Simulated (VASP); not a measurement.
# A VASP study of FeNi3 (Awaruite) (AM05): structure first, properties next, part 5 of 6

Wanted: the relaxed cell of FeNi3 (Awaruite) and its properties. The start is a cell from a database of measured crystal structures.

VASP 6.6.1, plane waves and PAW; the level of theory is named at each step.

Still holding for the runs below: The magnetic order is the lowest of the few collinear ones that converged above; longer or canted patterns were not tried.

So far, largest spin moment in the PAW sphere (μB): step 2 (magnetic order: ferromagnetic) 2.91; step 4 (magnetic order: antiferromagnetic, q = (0, 0, 1/2)) 2.94; step 5 (magnetic order: antiferromagnetic, q = (1/2, 1/2, 1/2)) 2.97; step 6 (magnetic order: antiferromagnetic, q = (1/2, 1/2, 0)) 2.91; step 8 (full relaxation (AM05)) 2.85. The relaxed cell has a = 3.483 Å (conventional setting).

### Step 11. Bands along the symmetry lines (AM05)

Level of this step: AM05, spin-polarised from a ferromagnetic start; plane waves and PAW (Fe, Ni) (VASP).

The mesh alone shows little of the dispersion and can miss band extrema, so KPOINTS_OPT adds a path through the symmetry points after the self-consistent cycle.

File INCAR:

```
SYSTEM = FeNi3
PREC = Accurate
ENCUT = 400
EDIFF = 1E-06
NELM = 100
ISMEAR = 1
SIGMA = 0.2
LREAL = .FALSE.
ALGO = Normal
GGA = AM
NBANDS = 38
ISPIN = 2
MAGMOM = 2.843 0.637 0.637 0.637
LASPH = .TRUE.
LMAXMIX = 4
LORBIT = 11
LWAVE = .FALSE.
LCHARG = .FALSE.
KPAR = 8
```

File POSCAR:

```
FeNi3
1.0
    3.4830086870      0.0000000000      0.0000000000
    0.0000000000      3.4830086870      0.0000000000
    0.0000000000      0.0000000000      3.4830086870
Fe Ni
1 3
Direct
    0.0000000000      0.0000000000      0.0000000000
    0.0000000000      0.5000000000      0.5000000000
    0.5000000000      0.0000000000      0.5000000000
    0.5000000000      0.5000000000      0.0000000000
```

File KPOINTS:

```
Automatic mesh
0
Gamma
7 7 7
0 0 0
```

File KPOINTS_OPT:

```
Line mode
16
Line-mode
Reciprocal
  0.00000000   0.00000000   0.00000000 GAMMA
  0.00000000   0.50000000   0.00000000 X

  0.00000000   0.50000000   0.00000000 X
  0.50000000   0.50000000   0.00000000 M

  0.50000000   0.50000000   0.00000000 M
  0.00000000   0.00000000   0.00000000 GAMMA

  0.00000000   0.00000000   0.00000000 GAMMA
  0.50000000   0.50000000   0.50000000 R

  0.50000000   0.50000000   0.50000000 R
  0.00000000   0.50000000   0.00000000 X

  0.50000000   0.50000000   0.00000000 M
  0.50000000   0.50000000   0.50000000 R
```

PAW data sets: Fe and Ni (PBE family, release 64).

On the command line:

```
$ mpirun -np 8 vasp_std
```

What it wrote:

```text
[... set-up lines as in an earlier step ...]
 entering main loop
       N       E                     dE             d eps       ncg     rms          rms(c)
DAV:   1     0.224938082459E+03    0.22494E+03   -0.12808E+04  3296   0.116E+03
DAV:   2    -0.113633837889E+02   -0.23630E+03   -0.21690E+03  3052   0.253E+02
DAV:   3    -0.310326286616E+02   -0.19669E+02   -0.18436E+02  3314   0.864E+01
DAV:   4    -0.313843750006E+02   -0.35175E+00   -0.35100E+00  3398   0.130E+01
DAV:   5    -0.313939306225E+02   -0.95556E-02   -0.95544E-02  4376   0.167E+00    0.227E+01
DAV:   6    -0.277603260141E+02    0.36336E+01   -0.16630E+01  3558   0.662E+01    0.159E+01
DAV:   7    -0.298898635355E+02   -0.21295E+01   -0.11001E+01  3630   0.665E+01    0.239E+01
DAV:   8    -0.266599288604E+02    0.32299E+01   -0.94374E+00  4286   0.348E+01    0.509E+00
DAV:   9    -0.266971191731E+02   -0.37190E-01   -0.26581E-01  4110   0.457E+00    0.314E+00
DAV:  10    -0.266637806452E+02    0.33339E-01   -0.48368E-02  4000   0.522E+00    0.144E+00
DAV:  11    -0.266604584196E+02    0.33222E-02   -0.84397E-03  4896   0.100E+00    0.863E-01
DAV:  12    -0.266626795462E+02   -0.22211E-02   -0.27134E-03  4446   0.119E+00    0.191E-01
DAV:  13    -0.266626497489E+02    0.29797E-04   -0.37397E-04  4306   0.274E-01    0.601E-02
DAV:  14    -0.266626653355E+02   -0.15587E-04   -0.59392E-05  3490   0.559E-02    0.512E-02
DAV:  15    -0.266626664312E+02   -0.10957E-05   -0.95549E-06  3616   0.746E-02    0.160E-02
DAV:  16    -0.266626662899E+02    0.14130E-06   -0.16880E-06  2144   0.185E-02
   1 F= -.26662666E+02 E0= -.26662775E+02  d E =0.326209E-03  mag=     4.7787
 Start KPOINTS_OPT (optional k-point list driver)
k-point batch [1-20\96]
       N       E                     dE             ncg
DAV:   1     0.989329122553E+04   -0.76433E+03     3336
DAV:   2     0.529655680905E+04   -0.45967E+04     3058
DAV:   3     0.493463854244E+04   -0.36192E+03     3256
DAV:   4     0.492751949908E+04   -0.71190E+01     3290
DAV:   5     0.492730591100E+04   -0.21359E+00     4388
DAV:   6     0.492730284299E+04   -0.30680E-02     3592
DAV:   7     0.492730281478E+04   -0.28211E-04     4358
DAV:   8     0.492730281455E+04   -0.23163E-06     2270
[...]
k-point batch [81-96\96]
       N       E                     dE             ncg
DAV:   1     0.117405522034E+05   -0.14086E+05     2616
DAV:   2     0.813483488879E+04   -0.36057E+04     2438
DAV:   3     0.783947844804E+04   -0.29536E+03     2872
DAV:   4     0.783401323493E+04   -0.54652E+01     2750
DAV:   5     0.783383634205E+04   -0.17689E+00     3596
DAV:   6     0.783383269955E+04   -0.36425E-02     2940
DAV:   7     0.783383266954E+04   -0.30011E-04     3568
DAV:   8     0.783383266928E+04   -0.26136E-06     1968
```

It took 14 s on 8 MPI ranks of AMD EPYC 9R45, shared host; peak memory 1.4 GiB.

From OUTCAR (step 11):

```text
   k-points           NKPTS =     20   k-points in BZ     NKDIM =     20   number of bands    NBANDS=     38

   NELECT =      38.0000    total number of electrons

 E-fermi :   9.0955

 spin component 1
 k-point     1 :       0.0000    0.0000    0.0000
  band No.  band energies     occupation
    ...
     17       8.4436      1.00002
     18       8.4436      1.00002
     19       8.5111      1.00014
     20       8.5111      1.00014
     21       8.5111      1.00014
     22      11.3182     -0.00000
     23      11.3182     -0.00000
     24      11.3182     -0.00000
     25      18.3854      0.00000
     26      18.3854      0.00000
    ...

 k-point     2 :       0.1429    0.0000    0.0000
  band No.  band energies     occupation
    ...
     17       8.2504      1.00000
     18       8.3370      1.00000
     19       8.3370      1.00000
     20       8.4438      1.00002
     21       8.5113      1.00014
     22      10.1141     -0.00000
     23      12.1345     -0.00000
     24      12.1345     -0.00000
     25      18.4415      0.00000
     26      18.6919      0.00000
    ...

  Total       -0.0204463     -0.0204463     -0.0204463      0.0000000      0.0000000     -0.0000000
  in kB       -0.7752853     -0.7752853     -0.7752853      0.0000000      0.0000000     -0.0000000
  external PRESSURE =      -0.7752853 kB  Pullay stress =       0.0000000 kB

  FREE ENERGIE OF THE ION-ELECTRON SYSTEM (eV)
  ---------------------------------------------------
  free  energy   TOTEN  =       -26.6626662899 eV

  energy  without entropy=      -26.6629924988  energy(sigma->0) =      -26.66277503

[... 10 parts as in an earlier step ...]

[... 13 further parts left out ...]
```

This step gave:

```
bands    : 38
pressure : -0.07753 GPa
```

Spin up. Electronic bands along the path, in eV, zero at the Fermi level; # counts the bands kept:

```
    point    #18    #19    #20    #21    #22    #23    #24    #25
        Γ  -0.65  -0.58  -0.58  -0.58   2.22   2.22   2.22   9.29
        X  -1.60  -1.37  -1.08  -0.65  -0.58   7.76   7.76   7.77
        M  -1.72  -1.56  -1.55   0.84   0.84   0.91   0.92  11.52
        Γ  -0.65  -0.58  -0.58  -0.58   2.22   2.22   2.22   9.29
        R  -0.78  -0.78  -0.78  -0.67  -0.67  -0.67  -0.55   5.80
        X  -1.60  -1.37  -1.08  -0.65  -0.58   7.76   7.76   7.77
jump to M  -1.72  -1.56  -1.55   0.84   0.84   0.91   0.92  11.52
        R  -0.78  -0.78  -0.78  -0.67  -0.67  -0.67  -0.55   5.80
```

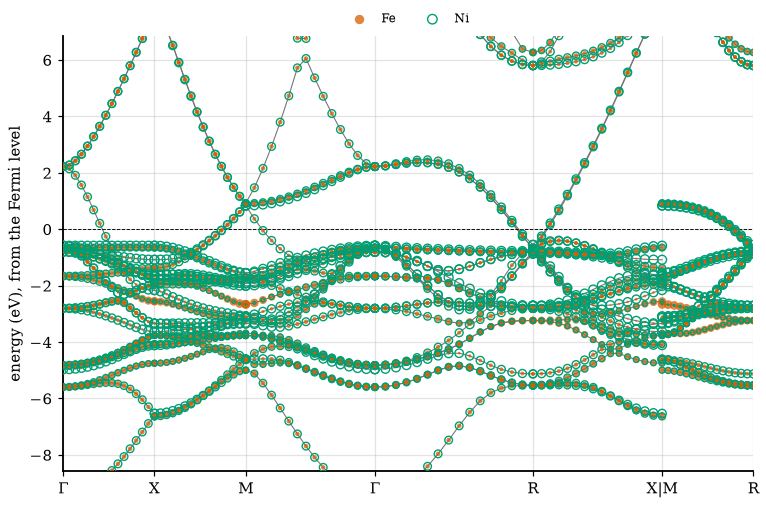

Electronic bands along the path; dots are coloured as in the legend, and their area grows with the weight.

Spin down. Electronic bands along the path, in eV, zero at the Fermi level; # counts the bands kept:

| point | #14 | #15 | #16 | #17 | #18 | #19 | #20 | #21 |
| --- | --- | --- | --- | --- | --- | --- | --- | --- |
| Γ | 0.28 | 0.28 | 0.28 | 1.00 | 1.00 | 1.37 | 1.37 | 1.37 |
| X | -1.03 | -0.90 | -0.38 | -0.15 | -0.15 | 0.28 | 0.43 | 0.58 |
| M | -1.26 | -1.26 | -0.84 | -0.75 | 0.17 | 0.17 | 0.28 | 1.50 |
| Γ | 0.28 | 0.28 | 0.28 | 1.00 | 1.00 | 1.37 | 1.37 | 1.37 |
| R | -0.52 | -0.52 | -0.52 | 0.05 | 0.05 | 0.05 | 0.86 | 0.86 |
| X | -1.03 | -0.90 | -0.38 | -0.15 | -0.15 | 0.28 | 0.43 | 0.58 |
| jump to M | -1.26 | -1.26 | -0.84 | -0.75 | 0.17 | 0.17 | 0.28 | 1.50 |
| R | -0.52 | -0.52 | -0.52 | 0.05 | 0.05 | 0.05 | 0.86 | 0.86 |

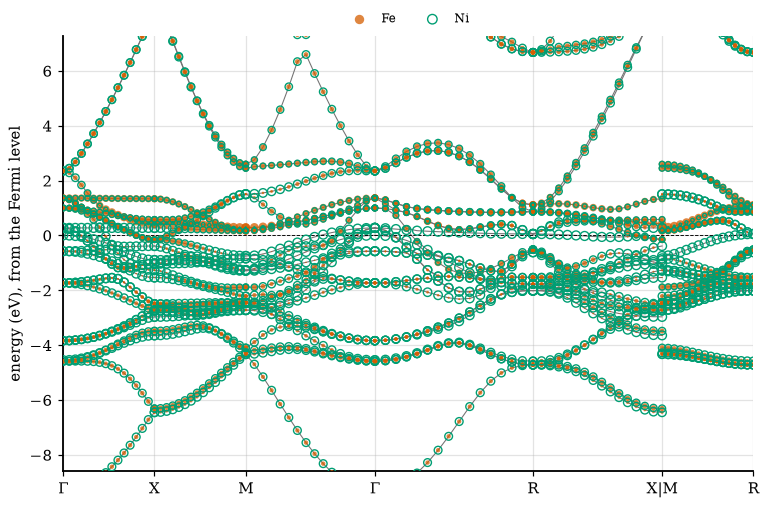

Electronic bands along the path; dots are coloured as in the legend, and their area grows with the weight.

There is no gap at this level.

Spin up: of the bands kept, 4 cross the Fermi level on this path. Spin down: of the bands kept, 6 cross the Fermi level on this path.

### Step 12. Total and projected DOS (AM05)

A density of states needs more k-points than a total energy; ISMEAR = -5 takes tetrahedra, and LORBIT projects the states on the PAW spheres. The mesh is finer than in the run before.

INCAR, as its differences from that of step 11:

```diff
@@ -5,3 +5,3 @@
 NELM = 100
-ISMEAR = 1
+ISMEAR = -5
 SIGMA = 0.2
@@ -19 +19,2 @@
 KPAR = 8
+NEDOS = 2001
```

POSCAR is that of step 11.

File KPOINTS:

```
Automatic mesh
0
Gamma
10 10 10
0 0 0
```

On the command line:

```
$ mpirun -np 8 vasp_std
```

What it wrote:

```text
[... set-up lines as in an earlier step ...]
 entering main loop
       N       E                     dE             d eps       ncg     rms          rms(c)
DAV:   1     0.223817802991E+03    0.22382E+03   -0.13054E+04  9304   0.117E+03
DAV:   2    -0.119289301203E+02   -0.23575E+03   -0.21642E+03  8524   0.252E+02
DAV:   3    -0.310650563230E+02   -0.19136E+02   -0.18073E+02  9440   0.859E+01
DAV:   4    -0.314010627851E+02   -0.33601E+00   -0.33545E+00  9504   0.127E+01
DAV:   5    -0.314101746223E+02   -0.91118E-02   -0.91128E-02 12090   0.164E+00    0.226E+01
DAV:   6    -0.278064805609E+02    0.36037E+01   -0.16695E+01  9876   0.663E+01    0.165E+01
DAV:   7    -0.302298598966E+02   -0.24234E+01   -0.12772E+01 10208   0.696E+01    0.248E+01
DAV:   8    -0.266642497649E+02    0.35656E+01   -0.10748E+01 11960   0.355E+01    0.522E+00
DAV:   9    -0.267083237536E+02   -0.44074E-01   -0.29330E-01 11732   0.463E+00    0.318E+00
DAV:  10    -0.266787751449E+02    0.29549E-01   -0.47200E-02 11050   0.517E+00    0.150E+00
DAV:  11    -0.266734408125E+02    0.53343E-02   -0.95842E-03 13160   0.130E+00    0.857E-01
DAV:  12    -0.266759095381E+02   -0.24687E-02   -0.31832E-03 12930   0.118E+00    0.192E-01
DAV:  13    -0.266756996440E+02    0.20989E-03   -0.34673E-04 11778   0.272E-01    0.513E-02
DAV:  14    -0.266756174006E+02    0.82243E-04   -0.71025E-05 10764   0.655E-02    0.577E-02
DAV:  15    -0.266756365238E+02   -0.19123E-04   -0.14030E-05  9756   0.872E-02    0.145E-02
DAV:  16    -0.266756552090E+02   -0.18685E-04   -0.20566E-06  6576   0.177E-02    0.566E-03
DAV:  17    -0.266756521815E+02    0.30275E-05   -0.10741E-06  5362   0.113E-02    0.367E-03
DAV:  18    -0.266756539691E+02   -0.17876E-05   -0.15464E-07  4754   0.670E-03    0.123E-03
DAV:  19    -0.266756538582E+02    0.11083E-06   -0.44818E-08  4706   0.189E-03
   1 F= -.26675654E+02 E0= -.26675654E+02  d E =0.000000E+00  mag=     4.6084
 -----------------------------------------------------------------------------
|                                                                             |
|           W    W    AA    RRRRR   N    N  II  N    N   GGGG   !!!           |
|           W    W   A  A   R    R  NN   N  II  NN   N  G    G  !!!           |
|           W    W  A    A  R    R  N N  N  II  N N  N  G       !!!           |
|           W WW W  AAAAAA  RRRRR   N  N N  II  N  N N  G  GGG   !            |
|           WW  WW  A    A  R   R   N   NN  II  N   NN  G    G                |
|           W    W  A    A  R    R  N    N  II  N    N   GGGG   !!!           |
|                                                                             |
|     Tetrahedron method does not include variations of the Fermi             |
|     occupations, so forces and stress will be inaccurate. We suggest        |
|     using a different smearing scheme ISMEAR = 1 or 2 for metals in         |
|     relaxations.                                                            |
|                                                                             |
 -----------------------------------------------------------------------------
```

The job ended after 14 s (8 MPI ranks; peak memory 1.6 GiB).

From OUTCAR (step 12):

```text
   k-points           NKPTS =     56   k-points in BZ     NKDIM =     56   number of bands    NBANDS=     38

   NELECT =      38.0000    total number of electrons

 E-fermi :   9.0758

 spin component 1
 k-point     1 :       0.0000    0.0000    0.0000
  band No.  band energies     occupation
    ...
     17       8.4643      1.00000
     18       8.4643      1.00000
     19       8.5451      1.00000
     20       8.5451      1.00000
     21       8.5451      1.00000
     22      11.3217      0.00000
     23      11.3217      0.00000
     24      11.3217      0.00000
     25      18.3981      0.00000
     26      18.3981      0.00000
    ...

 k-point     2 :       0.1000    0.0000    0.0000
  band No.  band energies     occupation
    ...
     17       8.2995      1.00000
     18       8.4406      1.00000
     19       8.4406      1.00000
     20       8.4644      1.00000
     21       8.5452      1.00000
     22      10.6677      0.00000
     23      11.7592      0.00000
     24      11.7592      0.00000
     25      18.4251      0.00000
     26      18.6555      0.00000
    ...

  Total       -0.1583889     -0.1583889     -0.1583889      0.0000000      0.0000000     -0.0000000
  in kB       -6.0058092     -6.0058092     -6.0058092      0.0000000      0.0000000     -0.0000000
  external PRESSURE =      -6.0058092 kB  Pullay stress =       0.0000000 kB

  FREE ENERGIE OF THE ION-ELECTRON SYSTEM (eV)
  ---------------------------------------------------
  free  energy   TOTEN  =       -26.6756538582 eV

  energy  without entropy=      -26.6756538582  energy(sigma->0) =      -26.67565386

 magnetization (x)
# of ion       s       p       d       tot
------------------------------------------
    1        0.006  -0.001   2.808   2.813
    2       -0.016  -0.041   0.647   0.591
    3       -0.016  -0.041   0.647   0.591
    4       -0.016  -0.041   0.647   0.591
--------------------------------------------------
tot         -0.041  -0.123   4.749   4.586

[... 7 parts as in an earlier step ...]

[... 15 further parts left out ...]
```

With tetrahedra the forces and stress of a metal are not exact derivatives of the energy.

Numbers from this step:

```yaml
scf_cycles: 19
irreducible_k_points: 56
free_energy_toten: -26.68 eV
fermi_energy: 9.076 eV
pressure: -0.6006 GPa
moment_of_the_cell_from_the_last_line_of_the_log: 4.608 μB
dos_at_the_fermi_level: 3.365 states/eV/cell
```

Spin moment in the PAW sphere by atom:

```csv
atom,spin moment in the PAW sphere (μB)
Fe1,2.81
Ni2,0.59
Ni3,0.59
Ni4,0.59
```

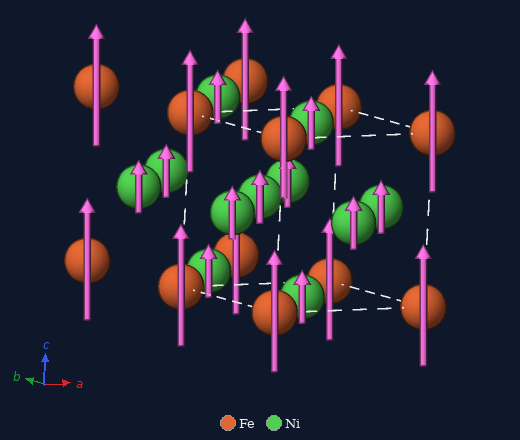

Spin moment in the PAW sphere as arrows, the longest 2.81 μB. Up and down stand for the sign. Arrows give size and sign along the axis of quantisation, drawn up and down the page. Each arrow also spans its atom, so small moments look longer than they are. 1×2×1 cells are drawn. Some periodic images of atoms are drawn too.

The density of states has structure finer than the step of the table below, so its rows give means over 1 eV, whole bins alone (the curve runs from -11.4 to 7.89 eV). Peaks (eV: height): total down -1.6: 6.82, -0.9: 5.09, 0.4: 6.80, 0.8: 5.57; total up -2.6: 7.73, -1.9: 4.86, -1.5: 5.82, -0.8: 8.52; Ni d up -4.1: 2.24, -2.6: 5.44, -1.5: 4.83, -0.8: 6.96; Ni d down -2.1: 3.58, -1.6: 5.34, -0.9: 4.34, 0.4: 2.82; Fe d up -4.1: 1.68, -2.6: 1.60, -2.0: 1.05, -0.9: 1.50.

States under -11.4 eV and over 7.9 eV are left out. Density of states against energy, zero at the Fermi level; means over each step; 7 of 13 lines; values in states/eV/cell:

```csv
energy (eV),total down,total up,Ni d up,Ni d down,Fe d up,Fe d down,Ni p up
-10,0,2.4e-5,0,0,0,0,0
-9,0.0616,0.0761,2.9e-5,0,8.0e-5,0,0.00256
-8,0.161,0.175,0.00272,0.00182,0.00147,5.7e-4,0.0131
-7,0.252,0.283,0.0145,0.0103,0.00997,0.00271,0.0322
-6,0.369,0.576,0.0958,0.0386,0.0720,0.0119,0.0597
-5,0.858,2.23,0.877,0.264,0.657,0.0694,0.122
-4,2.22,3.28,1.63,1.32,1.11,0.246,0.166
-3,3.07,4.85,3.24,2.26,1.02,0.316,0.197
-2,4.52,4.37,3.22,3.42,0.794,0.504,0.114
-1,4.21,5.13,4.18,3.40,0.776,0.434,0.0470
0,3.10,0.732,0.450,1.87,0.0851,1.07,0.0731
1,2.89,0.522,0.225,1.23,0.0573,1.42,0.100
2,0.499,0.526,0.165,0.164,0.0675,0.162,0.137
3,0.648,0.481,0.130,0.176,0.0492,0.192,0.149
4,0.519,0.391,0.0985,0.135,0.0359,0.110,0.132
5,0.380,0.299,0.0714,0.0950,0.0258,0.0621,0.106
6,0.252,0.293,0.0756,0.0608,0.0335,0.0339,0.0604
7,0.403,0.575,0.146,0.103,0.0605,0.0662,0.116
```

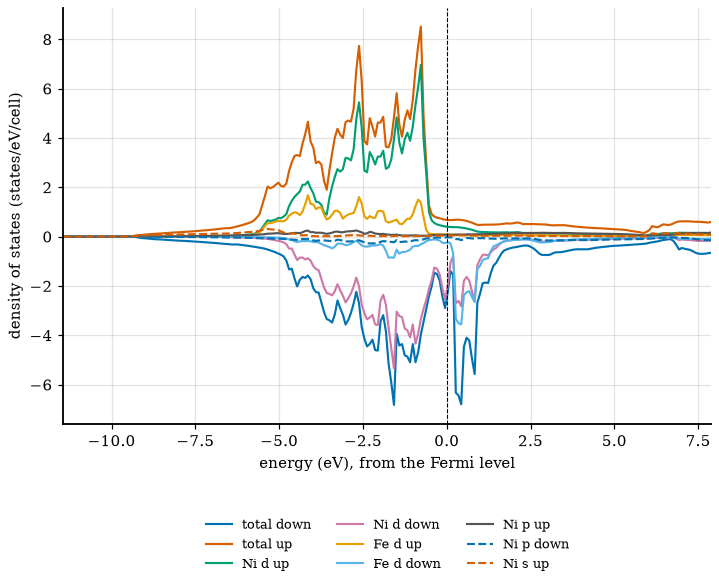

Density of states, plotted against energy. Down spins are drawn negative.

The finer mesh and the other smearing move the Fermi level by -0.02 eV from the 7×7×7 run, a small shift, which tests the Fermi level alone. Of the states within 0.3 eV of the Fermi level, the largest shares in the PAW spheres are Ni d 67 % and Fe d 23 %. The rest lies in smaller channels or between the spheres.

[end of part 5 of 6]

[Lines on the potential files, build, host, timing and source positions are cut from VASP's logs without a mark.]

[Logs are printed without paths, hosts, clocks, repeated set-up lines and the standing remarks that a program may print on its own settings, such as how far it seeks lower states.]

[Hosts, paths, dates, database ids (printed as entryN), source tags and the programs' standing remarks are cut or masked in the printed files.]

[A measured line is paired with the nearest computed mode of its activity, which favours agreement.]
